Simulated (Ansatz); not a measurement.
**Molecular dynamics, with input and output: ZrNH4O2F (part 1 of 4)**

- system: ZrNH4O2F
- method: RHF/def2-SVP (Ansatz 0.2.0)

It belongs to a series of runs on one base structure; here: dynamics from the start.

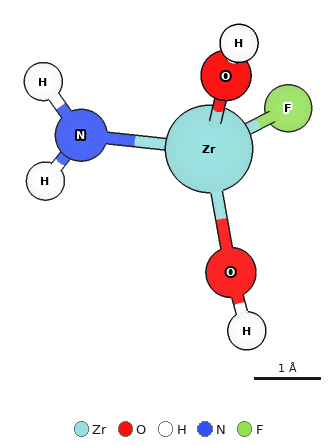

**Figure 1.** The starting structure (ball-and-stick view, seen at a tilt). Sticks mark near contacts.

Input file:
```yaml
crystal:
  periodic: [false, false, false]
  atoms:
    - { symbol: Zr, position_ang: [-0.117779, -0.122958, -0.075179] }
    - { symbol: O, position_ang: [-0.198916, -0.298973, 1.842727] }
    - { symbol: H, position_ang: [-0.325334, -0.354395, 2.771803] }
    - { symbol: "N", position_ang: [1.850316, 0.046663, -0.618099] }
    - { symbol: H, position_ang: [2.636247, -0.341513, -0.124649] }
    - { symbol: H, position_ang: [2.199331, 0.53418, -1.425921] }
    - { symbol: O, position_ang: [-1.064276, 1.395098, -0.792714] }
    - { symbol: H, position_ang: [-1.597631, 2.115796, -1.072692] }
    - { symbol: F, position_ang: [-0.880257, -1.723497, -0.849175] }
basis:
  gaussian: { orbitals: def2-SVP }
hamiltonian:
  xc: hf
md:
  timestep: 0.25
  n_steps: 250
  ensemble: nvt_langevin
  temperature: 1000.0
  initial_velocities: maxwell_boltzmann
  seed: 168567
  friction: 0.02
```

Machine: 2 threads of Arm Neoverse V1, 24 GiB of memory available, shared host.

Command:
```bash
ansatz run input.yaml --threads 2 --pin off --max-ram 3072MiB --backend cpu --events-out ev --progress --plain --runs-dir out
```

What the program printed:
```
Engine: ansatz 0.2.0, aarch64-unknown-linux-gnu
Functional definition: HF
  exchange = exact_x
  correlation = 0
1145 factors; integrals over basis functions are off by at most 6.9e-4 eV
mean field evaluation 1: about -9583.5681 eV, gradient 6.6e1 eV
mean field evaluation 2: about -9583.6655 eV, gradient 6.6e1 eV
mean field evaluation 4: about -9591.6281 eV, gradient 3.0e0 eV
mean field evaluation 8: about -9591.6918 eV, gradient 3.0e-1 eV
mean field -9591.69210307 eV, -352.4881833055 hartree, gradient 6.7e-5 eV, S^2 0.000000; 0 other end points of the search recorded, 0 dependent functions left out
the calculation of the forces begins
reference -9591.69210307 eV, -352.4881833055 hartree; 24, 24 occupied and 83, 83 virtual orbitals, 1145 factors
md step     0: t =     0.00 fs  T =   888.9 K  F+E_penalty+E_count = -9591.69210307 eV  E_kin = 1.034080 eV  (39 SCF iters)
these checks for a lower state are left out or cut short: starts, cluster_reference, orbital_swaps, neighbouring_geometries, increment
1145 factors; integrals over basis functions are off by at most 7.0e-4 eV
mean field evaluation 16: about -9591.6861 eV, gradient 1.2e0 eV
mean field -9591.68872603 eV, -352.4880592017 hartree, gradient 1.1e-5 eV, S^2 0.000000; 0 other end points of the search recorded, 0 dependent functions left out
the calculation of the forces begins
reference -9591.68872603 eV, -352.4880592017 hartree; 24, 24 occupied and 83, 83 virtual orbitals, 1145 factors
md step     1: t =     0.25 fs  T =   891.6 K  F+E_penalty+E_count = -9591.68872603 eV  E_kin = 1.037198 eV  (39 SCF iters)
[... from here on the SCF iterations and repeated set-up lines of each step are left out, up to the last step ...]
md step     2: t =     0.50 fs  T =   860.4 K  F+E_penalty+E_count = -9591.67946926 eV  E_kin = 1.000902 eV  (39 SCF iters)
md step     3: t =     0.75 fs  T =   782.9 K  F+E_penalty+E_count = -9591.66593924 eV  E_kin = 0.910798 eV  (40 SCF iters)
md step     4: t =     1.00 fs  T =   748.6 K  F+E_penalty+E_count = -9591.64949923 eV  E_kin = 0.870896 eV  (39 SCF iters)
md step     5: t =     1.25 fs  T =   751.4 K  F+E_penalty+E_count = -9591.63215651 eV  E_kin = 0.874133 eV  (39 SCF iters)
md step     6: t =     1.50 fs  T =   724.1 K  F+E_penalty+E_count = -9591.61703363 eV  E_kin = 0.842375 eV  (39 SCF iters)
md step     7: t =     1.75 fs  T =   742.9 K  F+E_penalty+E_count = -9591.60435856 eV  E_kin = 0.864262 eV  (40 SCF iters)
md step     8: t =     2.00 fs  T =   710.3 K  F+E_penalty+E_count = -9591.59482570 eV  E_kin = 0.826290 eV  (40 SCF iters)
md step     9: t =     2.25 fs  T =   730.2 K  F+E_penalty+E_count = -9591.58663772 eV  E_kin = 0.849462 eV  (40 SCF iters)
md step    10: t =     2.50 fs  T =   718.5 K  F+E_penalty+E_count = -9591.57976208 eV  E_kin = 0.835911 eV  (40 SCF iters)
md step    11: t =     2.75 fs  T =   688.2 K  F+E_penalty+E_count = -9591.57398364 eV  E_kin = 0.800658 eV  (40 SCF iters)
md step    12: t =     3.00 fs  T =   716.1 K  F+E_penalty+E_count = -9591.56886856 eV  E_kin = 0.833032 eV  (39 SCF iters)
md step    13: t =     3.25 fs  T =   713.3 K  F+E_penalty+E_count = -9591.56542955 eV  E_kin = 0.829759 eV  (39 SCF iters)
md step    14: t =     3.50 fs  T =   723.4 K  F+E_penalty+E_count = -9591.55948192 eV  E_kin = 0.841593 eV  (39 SCF iters)
md step    15: t =     3.75 fs  T =   743.9 K  F+E_penalty+E_count = -9591.54759968 eV  E_kin = 0.865417 eV  (39 SCF iters)
md step    16: t =     4.00 fs  T =   739.6 K  F+E_penalty+E_count = -9591.53022315 eV  E_kin = 0.860368 eV  (39 SCF iters)
md step    17: t =     4.25 fs  T =   649.6 K  F+E_penalty+E_count = -9591.51206079 eV  E_kin = 0.755717 eV  (39 SCF iters)
md step    18: t =     4.50 fs  T =   634.7 K  F+E_penalty+E_count = -9591.49457062 eV  E_kin = 0.738376 eV  (40 SCF iters)
md step    19: t =     4.75 fs  T =   655.2 K  F+E_penalty+E_count = -9591.47505385 eV  E_kin = 0.762247 eV  (63 SCF iters)
md step    20: t =     5.00 fs  T =   613.8 K  F+E_penalty+E_count = -9591.45428337 eV  E_kin = 0.714098 eV  (40 SCF iters)
md step    21: t =     5.25 fs  T =   605.4 K  F+E_penalty+E_count = -9591.43571549 eV  E_kin = 0.704266 eV  (39 SCF iters)
md step    22: t =     5.50 fs  T =   613.3 K  F+E_penalty+E_count = -9591.42125387 eV  E_kin = 0.713466 eV  (39 SCF iters)
md step    23: t =     5.75 fs  T =   575.6 K  F+E_penalty+E_count = -9591.40992281 eV  E_kin = 0.669654 eV  (40 SCF iters)
md step    24: t =     6.00 fs  T =   552.6 K  F+E_penalty+E_count = -9591.40101016 eV  E_kin = 0.642818 eV  (39 SCF iters)
md step    25: t =     6.25 fs  T =   545.3 K  F+E_penalty+E_count = -9591.39394146 eV  E_kin = 0.634330 eV  (39 SCF iters)
md step    26: t =     6.50 fs  T =   541.8 K  F+E_penalty+E_count = -9591.38932837 eV  E_kin = 0.630302 eV  (39 SCF iters)
md step    27: t =     6.75 fs  T =   552.5 K  F+E_penalty+E_count = -9591.38834522 eV  E_kin = 0.642695 eV  (39 SCF iters)
md step    28: t =     7.00 fs  T =   577.1 K  F+E_penalty+E_count = -9591.38790616 eV  E_kin = 0.671408 eV  (39 SCF iters)
md step    29: t =     7.25 fs  T =   601.0 K  F+E_penalty+E_count = -9591.38483782 eV  E_kin = 0.699165 eV  (39 SCF iters)
md step    30: t =     7.50 fs  T =   572.4 K  F+E_penalty+E_count = -9591.37750920 eV  E_kin = 0.665848 eV  (40 SCF iters)
md step    31: t =     7.75 fs  T =   613.1 K  F+E_penalty+E_count = -9591.36462304 eV  E_kin = 0.713274 eV  (40 SCF iters)
md step    32: t =     8.00 fs  T =   544.1 K  F+E_penalty+E_count = -9591.34595095 eV  E_kin = 0.633026 eV  (40 SCF iters)
md step    33: t =     8.25 fs  T =   540.4 K  F+E_penalty+E_count = -9591.32409931 eV  E_kin = 0.628649 eV  (39 SCF iters)
md step    34: t =     8.50 fs  T =   493.8 K  F+E_penalty+E_count = -9591.30104713 eV  E_kin = 0.574444 eV  (39 SCF iters)
md step    35: t =     8.75 fs  T =   438.6 K  F+E_penalty+E_count = -9591.27767441 eV  E_kin = 0.510183 eV  (40 SCF iters)
md step    36: t =     9.00 fs  T =   407.4 K  F+E_penalty+E_count = -9591.25630014 eV  E_kin = 0.473985 eV  (39 SCF iters)
md step    37: t =     9.25 fs  T =   412.5 K  F+E_penalty+E_count = -9591.24120978 eV  E_kin = 0.479930 eV  (40 SCF iters)
md step    38: t =     9.50 fs  T =   383.4 K  F+E_penalty+E_count = -9591.23240519 eV  E_kin = 0.446020 eV  (40 SCF iters)
md step    39: t =     9.75 fs  T =   395.5 K  F+E_penalty+E_count = -9591.22801935 eV  E_kin = 0.460101 eV  (39 SCF iters)
md step    40: t =    10.00 fs  T =   361.3 K  F+E_penalty+E_count = -9591.22766636 eV  E_kin = 0.420345 eV  (39 SCF iters)
md step    41: t =    10.25 fs  T =   377.6 K  F+E_penalty+E_count = -9591.23176229 eV  E_kin = 0.439225 eV  (39 SCF iters)
md step    42: t =    10.50 fs  T =   378.2 K  F+E_penalty+E_count = -9591.23802182 eV  E_kin = 0.439954 eV  (39 SCF iters)
md step    43: t =    10.75 fs  T =   419.1 K  F+E_penalty+E_count = -9591.24307803 eV  E_kin = 0.487520 eV  (39 SCF iters)
md step    44: t =    11.00 fs  T =   412.3 K  F+E_penalty+E_count = -9591.24638272 eV  E_kin = 0.479692 eV  (40 SCF iters)
md step    45: t =    11.25 fs  T =   420.2 K  F+E_penalty+E_count = -9591.25005336 eV  E_kin = 0.488857 eV  (39 SCF iters)
md step    46: t =    11.50 fs  T =   406.7 K  F+E_penalty+E_count = -9591.25360735 eV  E_kin = 0.473114 eV  (40 SCF iters)
md step    47: t =    11.75 fs  T =   449.7 K  F+E_penalty+E_count = -9591.25748287 eV  E_kin = 0.523208 eV  (39 SCF iters)
md step    48: t =    12.00 fs  T =   455.2 K  F+E_penalty+E_count = -9591.26247892 eV  E_kin = 0.529539 eV  (39 SCF iters)
md step    49: t =    12.25 fs  T =   480.9 K  F+E_penalty+E_count = -9591.26708162 eV  E_kin = 0.559436 eV  (39 SCF iters)
md step    50: t =    12.50 fs  T =   478.8 K  F+E_penalty+E_count = -9591.26910165 eV  E_kin = 0.556998 eV  (39 SCF iters)
md step    51: t =    12.75 fs  T =   471.5 K  F+E_penalty+E_count = -9591.26758041 eV  E_kin = 0.548498 eV  (40 SCF iters)
md step    52: t =    13.00 fs  T =   475.7 K  F+E_penalty+E_count = -9591.26220552 eV  E_kin = 0.553348 eV  (62 SCF iters)
md step    53: t =    13.25 fs  T =   486.5 K  F+E_penalty+E_count = -9591.25478802 eV  E_kin = 0.565910 eV  (39 SCF iters)
md step    54: t =    13.50 fs  T =   506.0 K  F+E_penalty+E_count = -9591.24832294 eV  E_kin = 0.588604 eV  (39 SCF iters)
md step    55: t =    13.75 fs  T =   505.7 K  F+E_penalty+E_count = -9591.24433531 eV  E_kin = 0.588309 eV  (39 SCF iters)
md step    56: t =    14.00 fs  T =   494.3 K  F+E_penalty+E_count = -9591.24664793 eV  E_kin = 0.574991 eV  (39 SCF iters)
md step    57: t =    14.25 fs  T =   546.3 K  F+E_penalty+E_count = -9591.25606521 eV  E_kin = 0.635516 eV  (39 SCF iters)
md step    58: t =    14.50 fs  T =   522.8 K  F+E_penalty+E_count = -9591.27094563 eV  E_kin = 0.608215 eV  (39 SCF iters)
md step    59: t =    14.75 fs  T =   543.3 K  F+E_penalty+E_count = -9591.29008772 eV  E_kin = 0.632069 eV  (40 SCF iters)
md step    60: t =    15.00 fs  T =   588.6 K  F+E_penalty+E_count = -9591.30830095 eV  E_kin = 0.684685 eV  (40 SCF iters)
md step    61: t =    15.25 fs  T =   564.2 K  F+E_penalty+E_count = -9591.32149478 eV  E_kin = 0.656357 eV  (40 SCF iters)
md step    62: t =    15.50 fs  T =   588.1 K  F+E_penalty+E_count = -9591.32827970 eV  E_kin = 0.684156 eV  (40 SCF iters)
md step    63: t =    15.75 fs  T =   595.4 K  F+E_penalty+E_count = -9591.32576173 eV  E_kin = 0.692604 eV  (39 SCF iters)
md step    64: t =    16.00 fs  T =   600.6 K  F+E_penalty+E_count = -9591.31641473 eV  E_kin = 0.698755 eV  (40 SCF iters)
md step    65: t =    16.25 fs  T =   649.1 K  F+E_penalty+E_count = -9591.30367451 eV  E_kin = 0.755121 eV  (40 SCF iters)
md step    66: t =    16.50 fs  T =   637.3 K  F+E_penalty+E_count = -9591.28897661 eV  E_kin = 0.741359 eV  (39 SCF iters)
md step    67: t =    16.75 fs  T =   626.7 K  F+E_penalty+E_count = -9591.27529777 eV  E_kin = 0.729081 eV  (39 SCF iters)
md step    68: t =    17.00 fs  T =   642.5 K  F+E_penalty+E_count = -9591.26395492 eV  E_kin = 0.747502 eV  (39 SCF iters)
md step    69: t =    17.25 fs  T =   605.5 K  F+E_penalty+E_count = -9591.25567876 eV  E_kin = 0.704364 eV  (39 SCF iters)
md step    70: t =    17.50 fs  T =   588.0 K  F+E_penalty+E_count = -9591.25691464 eV  E_kin = 0.684005 eV  (40 SCF iters)
md step    71: t =    17.75 fs  T =   612.1 K  F+E_penalty+E_count = -9591.26756023 eV  E_kin = 0.712037 eV  (40 SCF iters)
md step    72: t =    18.00 fs  T =   608.4 K  F+E_penalty+E_count = -9591.28517154 eV  E_kin = 0.707800 eV  (40 SCF iters)
md step    73: t =    18.25 fs  T =   617.1 K  F+E_penalty+E_count = -9591.30867574 eV  E_kin = 0.717923 eV  (40 SCF iters)
md step    74: t =    18.50 fs  T =   626.6 K  F+E_penalty+E_count = -9591.33383667 eV  E_kin = 0.728975 eV  (39 SCF iters)
md step    75: t =    18.75 fs  T =   643.0 K  F+E_penalty+E_count = -9591.35710442 eV  E_kin = 0.747995 eV  (39 SCF iters)
md step    76: t =    19.00 fs  T =   602.7 K  F+E_penalty+E_count = -9591.37679071 eV  E_kin = 0.701182 eV  (39 SCF iters)
md step    77: t =    19.25 fs  T =   636.6 K  F+E_penalty+E_count = -9591.39140821 eV  E_kin = 0.740621 eV  (39 SCF iters)
md step    78: t =    19.50 fs  T =   622.8 K  F+E_penalty+E_count = -9591.39895503 eV  E_kin = 0.724563 eV  (39 SCF iters)
md step    79: t =    19.75 fs  T =   692.3 K  F+E_penalty+E_count = -9591.39805791 eV  E_kin = 0.805367 eV  (39 SCF iters)
md step    80: t =    20.00 fs  T =   698.9 K  F+E_penalty+E_count = -9591.38684856 eV  E_kin = 0.813014 eV  (39 SCF iters)
md step    81: t =    20.25 fs  T =   675.1 K  F+E_penalty+E_count = -9591.36547498 eV  E_kin = 0.785381 eV  (39 SCF iters)
md step    82: t =    20.50 fs  T =   628.4 K  F+E_penalty+E_count = -9591.33723484 eV  E_kin = 0.731053 eV  (39 SCF iters)
md step    83: t =    20.75 fs  T =   580.3 K  F+E_penalty+E_count = -9591.30856572 eV  E_kin = 0.675127 eV  (39 SCF iters)
md step    84: t =    21.00 fs  T =   597.5 K  F+E_penalty+E_count = -9591.28657477 eV  E_kin = 0.695050 eV  (63 SCF iters)
md step    85: t =    21.25 fs  T =   605.7 K  F+E_penalty+E_count = -9591.27499508 eV  E_kin = 0.704587 eV  (39 SCF iters)
md step    86: t =    21.50 fs  T =   648.5 K  F+E_penalty+E_count = -9591.27527075 eV  E_kin = 0.754373 eV  (39 SCF iters)
md step    87: t =    21.75 fs  T =   688.3 K  F+E_penalty+E_count = -9591.28695191 eV  E_kin = 0.800699 eV  (40 SCF iters)
md step    88: t =    22.00 fs  T =   716.4 K  F+E_penalty+E_count = -9591.30906918 eV  E_kin = 0.833403 eV  (39 SCF iters)
md step    89: t =    22.25 fs  T =   748.1 K  F+E_penalty+E_count = -9591.33551751 eV  E_kin = 0.870282 eV  (39 SCF iters)
md step    90: t =    22.50 fs  T =   780.0 K  F+E_penalty+E_count = -9591.36128335 eV  E_kin = 0.907396 eV  (39 SCF iters)
md step    91: t =    22.75 fs  T =   788.4 K  F+E_penalty+E_count = -9591.38285758 eV  E_kin = 0.917231 eV  (39 SCF iters)
md step    92: t =    23.00 fs  T =   821.3 K  F+E_penalty+E_count = -9591.39295022 eV  E_kin = 0.955419 eV  (39 SCF iters)
md step    93: t =    23.25 fs  T =   815.8 K  F+E_penalty+E_count = -9591.38943377 eV  E_kin = 0.949004 eV  (39 SCF iters)
md step    94: t =    23.50 fs  T =   823.8 K  F+E_penalty+E_count = -9591.37309360 eV  E_kin = 0.958407 eV  (39 SCF iters)
md step    95: t =    23.75 fs  T =   868.7 K  F+E_penalty+E_count = -9591.34534460 eV  E_kin = 1.010548 eV  (39 SCF iters)
md step    96: t =    24.00 fs  T =   887.6 K  F+E_penalty+E_count = -9591.30852745 eV  E_kin = 1.032623 eV  (40 SCF iters)
md step    97: t =    24.25 fs  T =   808.3 K  F+E_penalty+E_count = -9591.26692610 eV  E_kin = 0.940287 eV  (40 SCF iters)
md step    98: t =    24.50 fs  T =   761.0 K  F+E_penalty+E_count = -9591.22750982 eV  E_kin = 0.885303 eV  (39 SCF iters)
md step    99: t =    24.75 fs  T =   779.5 K  F+E_penalty+E_count = -9591.19447521 eV  E_kin = 0.906815 eV  (39 SCF iters)
md step   100: t =    25.00 fs  T =   756.4 K  F+E_penalty+E_count = -9591.17169692 eV  E_kin = 0.880001 eV  (40 SCF iters)
md step   101: t =    25.25 fs  T =   773.2 K  F+E_penalty+E_count = -9591.15775334 eV  E_kin = 0.899474 eV  (40 SCF iters)
md step   102: t =    25.50 fs  T =   766.3 K  F+E_penalty+E_count = -9591.15362445 eV  E_kin = 0.891430 eV  (40 SCF iters)
md step   103: t =    25.75 fs  T =   833.4 K  F+E_penalty+E_count = -9591.16277473 eV  E_kin = 0.969543 eV  (40 SCF iters)
md step   104: t =    26.00 fs  T =   837.4 K  F+E_penalty+E_count = -9591.18120966 eV  E_kin = 0.974148 eV  (40 SCF iters)
md step   105: t =    26.25 fs  T =   891.8 K  F+E_penalty+E_count = -9591.20391368 eV  E_kin = 1.037412 eV  (41 SCF iters)
md step   106: t =    26.50 fs  T =  1019.2 K  F+E_penalty+E_count = -9591.22813529 eV  E_kin = 1.185651 eV  (40 SCF iters)
md step   107: t =    26.75 fs  T =   957.5 K  F+E_penalty+E_count = -9591.25061070 eV  E_kin = 1.113850 eV  (41 SCF iters)
md step   108: t =    27.00 fs  T =   967.8 K  F+E_penalty+E_count = -9591.26673879 eV  E_kin = 1.125825 eV  (40 SCF iters)
md step   109: t =    27.25 fs  T =   998.7 K  F+E_penalty+E_count = -9591.27209941 eV  E_kin = 1.161818 eV  (40 SCF iters)
md step   110: t =    27.50 fs  T =   979.3 K  F+E_penalty+E_count = -9591.26429060 eV  E_kin = 1.139300 eV  (41 SCF iters)
md step   111: t =    27.75 fs  T =   903.3 K  F+E_penalty+E_count = -9591.24304409 eV  E_kin = 1.050897 eV  (40 SCF iters)
md step   112: t =    28.00 fs  T =   898.2 K  F+E_penalty+E_count = -9591.20972932 eV  E_kin = 1.044909 eV  (40 SCF iters)
md step   113: t =    28.25 fs  T =   850.9 K  F+E_penalty+E_count = -9591.16949236 eV  E_kin = 0.989880 eV  (41 SCF iters)
md step   114: t =    28.50 fs  T =   873.7 K  F+E_penalty+E_count = -9591.12793663 eV  E_kin = 1.016428 eV  (41 SCF iters)
md step   115: t =    28.75 fs  T =   841.7 K  F+E_penalty+E_count = -9591.09035434 eV  E_kin = 0.979191 eV  (40 SCF iters)
md step   116: t =    29.00 fs  T =   886.2 K  F+E_penalty+E_count = -9591.06334859 eV  E_kin = 1.030944 eV  (66 SCF iters)
md step   117: t =    29.25 fs  T =   878.7 K  F+E_penalty+E_count = -9591.05265468 eV  E_kin = 1.022240 eV  (40 SCF iters)
md step   118: t =    29.50 fs  T =   844.0 K  F+E_penalty+E_count = -9591.05208821 eV  E_kin = 0.981891 eV  (40 SCF iters)
md step   119: t =    29.75 fs  T =   855.9 K  F+E_penalty+E_count = -9591.05491927 eV  E_kin = 0.995757 eV  (40 SCF iters)
md step   120: t =    30.00 fs  T =   861.7 K  F+E_penalty+E_count = -9591.06081882 eV  E_kin = 1.002423 eV  (40 SCF iters)
md step   121: t =    30.25 fs  T =   841.0 K  F+E_penalty+E_count = -9591.06544118 eV  E_kin = 0.978376 eV  (40 SCF iters)
md step   122: t =    30.50 fs  T =   859.0 K  F+E_penalty+E_count = -9591.06424659 eV  E_kin = 0.999255 eV  (40 SCF iters)
md step   123: t =    30.75 fs  T =   857.8 K  F+E_penalty+E_count = -9591.05511467 eV  E_kin = 0.997901 eV  (40 SCF iters)
md step   124: t =    31.00 fs  T =   822.0 K  F+E_penalty+E_count = -9591.03723006 eV  E_kin = 0.956290 eV  (40 SCF iters)
md step   125: t =    31.25 fs  T =   802.1 K  F+E_penalty+E_count = -9591.01505745 eV  E_kin = 0.933091 eV  (40 SCF iters)
md step   126: t =    31.50 fs  T =   757.2 K  F+E_penalty+E_count = -9590.98982401 eV  E_kin = 0.880867 eV  (41 SCF iters)
md step   127: t =    31.75 fs  T =   745.0 K  F+E_penalty+E_count = -9590.96079798 eV  E_kin = 0.866715 eV  (41 SCF iters)
md step   128: t =    32.00 fs  T =   724.3 K  F+E_penalty+E_count = -9590.92976124 eV  E_kin = 0.842630 eV  (41 SCF iters)
md step   129: t =    32.25 fs  T =   763.7 K  F+E_penalty+E_count = -9590.89808445 eV  E_kin = 0.888474 eV  (41 SCF iters)
md step   130: t =    32.50 fs  T =   737.4 K  F+E_penalty+E_count = -9590.86738996 eV  E_kin = 0.857904 eV  (41 SCF iters)
md step   131: t =    32.75 fs  T =   725.0 K  F+E_penalty+E_count = -9590.84147834 eV  E_kin = 0.843455 eV  (41 SCF iters)
md step   132: t =    33.00 fs  T =   751.0 K  F+E_penalty+E_count = -9590.82325732 eV  E_kin = 0.873713 eV  (41 SCF iters)
md step   133: t =    33.25 fs  T =   689.0 K  F+E_penalty+E_count = -9590.81282393 eV  E_kin = 0.801548 eV  (40 SCF iters)
md step   134: t =    33.50 fs  T =   715.1 K  F+E_penalty+E_count = -9590.81520494 eV  E_kin = 0.831847 eV  (41 SCF iters)
md step   135: t =    33.75 fs  T =   718.0 K  F+E_penalty+E_count = -9590.82818139 eV  E_kin = 0.835298 eV  (41 SCF iters)
md step   136: t =    34.00 fs  T =   738.5 K  F+E_penalty+E_count = -9590.84418083 eV  E_kin = 0.859090 eV  (40 SCF iters)
```
